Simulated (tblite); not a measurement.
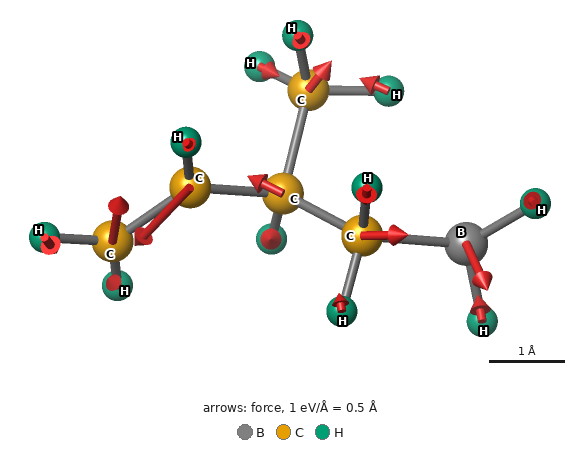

Starting geometry of C5H11B with the computed forces as red arrows. The picture is a ball-and-stick view, seen at a tilt.

Computed with tblite, GFN2-xTB geometry optimisation, gas phase. 

### Is this structure relaxed? If not, where do the atoms go?

It isn't relaxed: the largest force vector, on a C atom, is 2.89 eV/Å. The final displacements have little in common with the starting forces (cosine between the two patterns 0.21). After 95 geometry steps the energy has fallen by 15.1 kcal/mol. An H atom moves most after the best rigid fit: 0.94 Å. By element the largest moves are H 0.94 Å, B 0.21 Å, C 0.13 Å. Among the contacts that change: C–C 1.499 → 1.538 Å, C–C 1.350 → 1.320 Å, C–H 1.103 → 1.077 Å, B–C 1.591 → 1.567 Å. Among the angles between lasting bonds that change: C–C–C 115.1° → 124.8°, C–C–H 122.5° → 115.0°, C–C–H 115.5° → 122.2°.
